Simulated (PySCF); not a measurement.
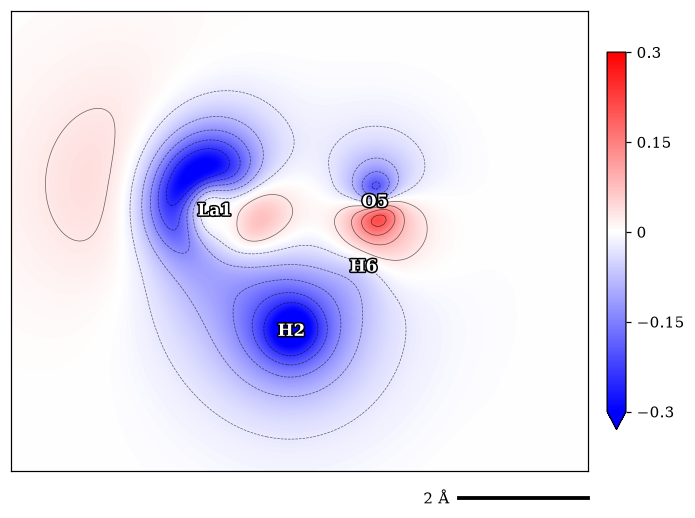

The picture shows: H₅LaO. The HOMO−1 on the plane of atoms La1, O5 and H6 (values in Å⁻³ᐟ²; the overall sign is arbitrary).

Core potentials replace the inner electrons of La.

Level of theory: RKS PBE0, La lcecp-1-SVP with ECP46, H def2-SVP, O def2-SVP; non-relativistic Hamiltonian with scalar-relativistic core potentials where named; density fitting (PySCF 2.14.0).

```xyz
7

La    0.0482   -0.3060   -0.0222
H     0.3686    1.8609    0.2940
H    -0.9184   -1.3864    1.5342
H     1.5310   -1.3671   -1.1270
O    -1.3447    1.3303   -1.2797
H    -0.7391    1.9266   -0.7119
H    -1.4295    1.7468   -2.1448
```

### Where does this orbital lie, and at what energy?

It lies mainly on La1 (about 40 %), H4 (about 25 %), H3 (about 20 %) and H2 (about 10 %). Its energy is −6.66 eV.
